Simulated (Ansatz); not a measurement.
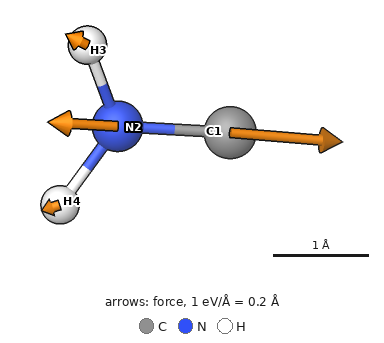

Starting geometry of CH$_{2}$N (multiplicity 2) with the computed forces as orange arrows. The picture is a ball-and-stick view, seen at a tilt.

It is one of the separated reactants of a reaction.

The calculation used UKS PBE-D4/def2-SVP in Ansatz 0.2.0.

Input file:
```yaml
crystal:
  periodic: [false, false, false]
  atoms:
    - {symbol: C, position_ang: [0.407795, -0.211510, 0.512950]}
    - {symbol: N, position_ang: [0.288188, 0.645043, -0.343143]}
    - {symbol: H, position_ang: [0.896112, 1.459850, -0.259964]}
    - {symbol: H, position_ang: [-0.510540, 0.651518, -0.985632]}
basis:
  gaussian: {orbitals: def2-SVP}
magnetization: {spin_polarized: true, initial_magnetization: 1}
hamiltonian: {xc: pbe, dispersion: d4}
relax: {f_tol: 0.03, max_steps: 250}
```

Run as
```bash
ansatz run in.yaml --threads 2 --pin off --events-out ev --progress --plain --max-ram 4352MiB
```

> What follows when this structure is relaxed?

It isn't relaxed: the largest force vector, on C1, is 6.22 eV/Å. The final displacements follow the starting forces only in part (cosine between the two patterns 0.58). The atom that moves furthest after the best rigid fit is C1 (0.10 Å). By element the largest moves are C 0.10 Å, H 0.08 Å, N 0.06 Å. Among the contacts that change: C1–N2 1.217 → 1.296 Å, N2–H3 1.020 → 1.043 Å, N2–H4 1.025 → 1.043 Å. Bond angles that change, for instance: H3–N2–H4 120.7° → 112.3°, C1–N2–H3 116.5° → 123.8°, C1–N2–H4 121.5° → 123.8°. Over 5 geometry steps the energy falls by 0.330 eV. Largest force component: 4.6 eV/Å at the start, 0.0086 eV/Å at the end.
